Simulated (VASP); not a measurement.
Energy against volume of NiSi₂ (fluorite). Computed with PBE GGA with D3 dispersion (zero damping), VASP's PBE PAW potentials (set 64) (plane waves; VASP).

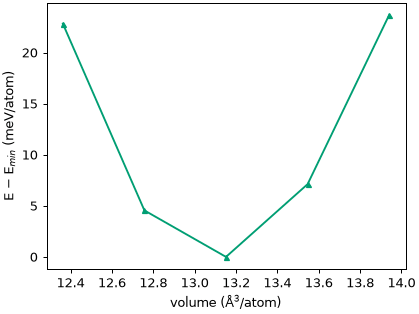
*Energy against volume*

Question: Estimate the equilibrium volume and the bulk modulus.

Answer: The minimum lies near 13.1 Å³/atom, and the curvature gives B0 of about 160 GPa.

Measured: a 5.406 Å (computed value off by -0.2 %), as given by Wikipedia, Nickel silicide. The calculation is for a static lattice, while the measured a holds thermal and zero-point effects, which are part of the difference.

The compound is NiSi2 in the fluorite structure. It was relaxed first. The run is not spin-polarised, so no magnetic state was tried.
